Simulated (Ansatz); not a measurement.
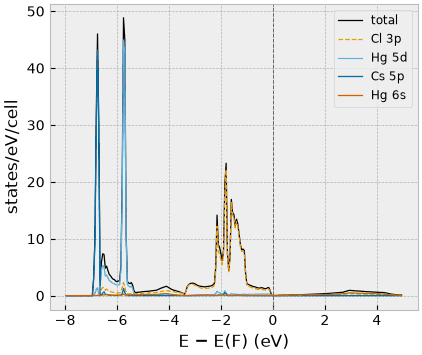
Total and projected density of states of CsHgCl3 (cubic perovskite, Pm-3m), r²SCAN (plane waves, PAW; program Ansatz)

Question: Which orbitals carry the states next to the Fermi level?

Answer: Within 0.5 eV of the Fermi level: Cl 3p 77 %, Hg 5d 18 %. Projections are on Löwdin-orthogonalised atomic valence shells; empty p or d shells of many metals are not among them.

Question: Where is the tallest occupied peak in this window, and what makes it?

Answer: Near -5.8 eV, about 49 states/eV per cell; the largest projected share is Hg 5d.

The workflow started from an entry of the Crystallography Open Database (COD), which files this formula under 2 space groups. Its standing as an ambient phase is unchecked. The r²SCAN relaxation kept the symmetry of its start; its stability against distortions is not shown here. Spin–orbit coupling is left out wherever it is not named.

Potentials: the later of the program's two PAW sets.
